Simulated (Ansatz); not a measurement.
# Cl2FH3NOTa: what the fields show

Input file:

```
crystal:
  periodic: [false, false, false]
  atoms:
    - { symbol: Ta, position_ang: [0.0, 0.0, 0.0] }
    - { symbol: F, position_ang: [1.93, 0.0, 0.0] }
    - { symbol: Cl, position_ang: [0.0, 0.0, 2.47] }
    - { symbol: O, position_ang: [0.0, 0.0, -2.02] }
    - { symbol: H, position_ang: [-0.6343, -0.71, -2.3571] }
    - { symbol: Cl, position_ang: [-1.235, 2.139, 0.0] }
    - { symbol: "N", position_ang: [-1.08, -1.8706, 0.0] }
    - { symbol: H, position_ang: [-1.8056, -2.0636, 0.7482] }
    - { symbol: H, position_ang: [-0.8844, -2.5955, -0.7482] }
basis:
  gaussian: { orbitals: def2-SVP }
hamiltonian:
  xc: hf
relax:
  f_tol: 0.02
  max_steps: 40
output:
  orbitals: {}
```

Launched as:

```sh
ansatz run input.yaml --threads 4 --pin off --max-ram 5120MiB --backend cpu --events-out ev --progress --plain --runs-dir out
```

The fields are those of the run's last geometry, not of the input's.

Core potentials replace the inner electrons of Ta.

Level of theory: RHF/def2-SVP in Ansatz.

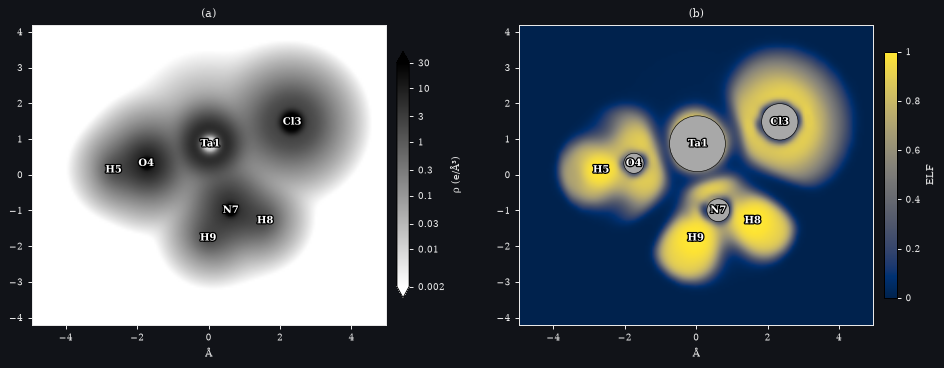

Figure 1. (a) electron density; (b) electron localisation function on the plane of atoms Ta1, N7 and H9. Grey discs cover the atomic cores in the ELF map.

Q: Read the bonding off the picture.

A:
- The plane passes through Ta, Cl, O, H and N nuclei.
- Ta–O (1.86 Å): the density is about 1 e/Å³ at the midpoint; the ELF peaks at about 0.85 in the valence shell of O, 0.5 Å from its nucleus, and drops to about 0.20 between the two atoms.
- Ta–N (1.95 Å): ρ is about 1 e/Å³ halfway; the ELF peaks at about 0.90 in the valence shell of N, 0.6 Å from its nucleus, and is about 0.35 at the midpoint.
- O–H (0.94 Å): ρ at the midpoint is about 3.9 e/Å³; the ELF climbs to about 1 towards the hydrogen, as it does in any bond to H: an ordinary covalent bond to hydrogen.
- Ta–Cl (2.39 Å): ρ is about 0.55 e/Å³ halfway; the ELF peaks at about 0.90 in the valence shell of Cl, 0.9 Å from its nucleus, and is about 0.35 at the midpoint.
- N–H (1.00 Å): ρ at the midpoint is about 2.9 e/Å³; the ELF climbs to about 1 towards the hydrogen (a covalent bond by its length).

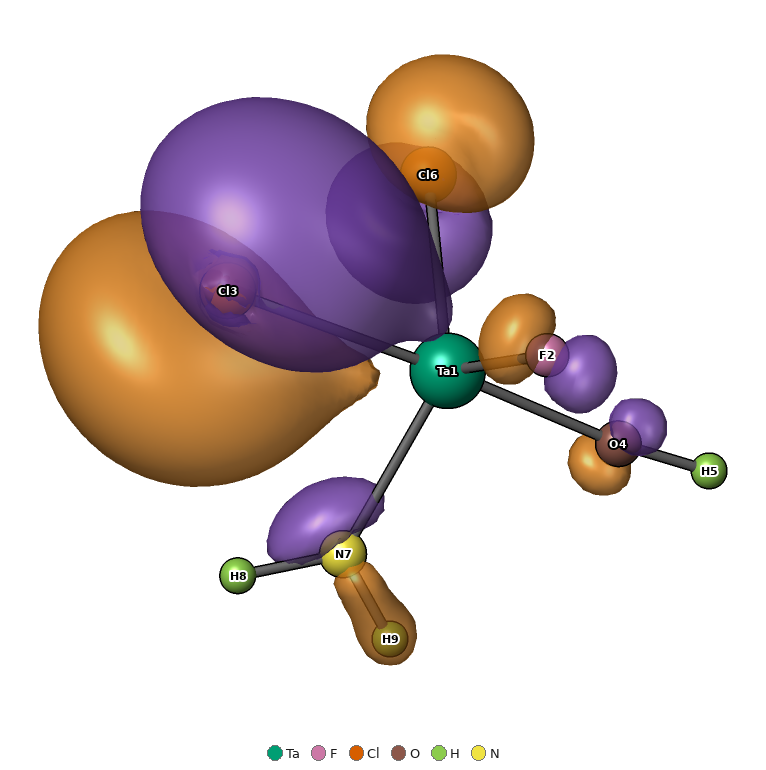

Figure 2. The HOMO−1 at ±0.08 Å⁻³ᐟ² (orange and purple are the two phases), seen at a tilt.

Q: Describe this orbital and give its energy.

A: Its weight (Hirshfeld) is mainly on Cl3 (about 85 %) and Cl6 (about 5 %); largely a lone pair of Cl3. Its energy is −12.13 eV.

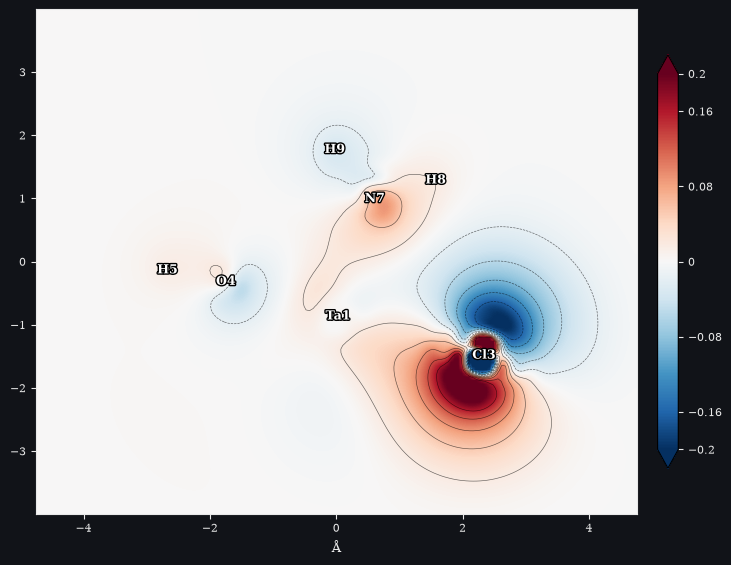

Figure 3. The HOMO on the plane of atoms Ta1, N7 and H8 (values in Å⁻³ᐟ²; the overall sign is arbitrary).

Q: Describe this orbital and give its energy.

A: By Hirshfeld shares it lies mainly on Cl3 (about 60 %), Cl6 (about 25 %) and N7 (about 10 %). Its energy is −11.70 eV.
